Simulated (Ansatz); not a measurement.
A computed series for Zr: response to strain

Consider Zr in the hcp (Mg type) structure (space group P6_3/mmc, No. 194; relaxed with 0.1 eV smearing).

```
Zr
1.0
    3.23075     0.00000     0.00000
   -1.61538     2.79791     0.00000
    0.00000     0.00000     5.17925
Zr
2
Cartesian
  0.00000   1.86527   3.88444
  1.61538   0.93264   1.29481
```

Cartesian axes are those of the cell as printed.

Strains are applied to the cell and any free atomic positions relax; under biaxial strain the out-of-plane vector relaxes too.

All numbers come from PBE (Ansatz, a quantum-chemistry and plane-wave program, PAW, spin-orbit coupling left out), earlier PAW set.

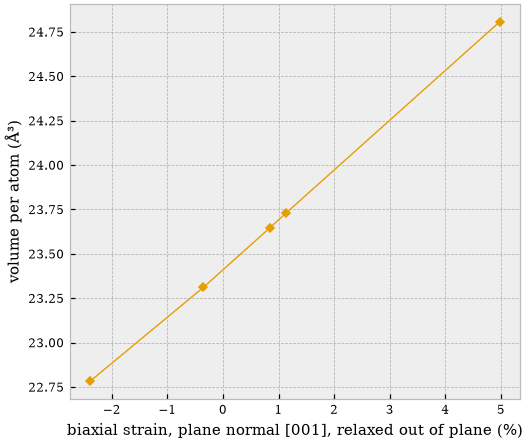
Figure: Volume per atom against biaxial strain, plane normal [001], relaxed out of plane

Task: From the plot, what is the volume per atom for biaxial strain +1.13 %, plane normal [001], relaxed out of plane?

Result: About 23.7 Å³.

Task: Is the trend monotonic over the range shown?

Result: Yes, it rises throughout, spanning 22.78 Å³ to 24.81 Å³.

No phonon test of stability was made. All final runs are without spin polarisation.
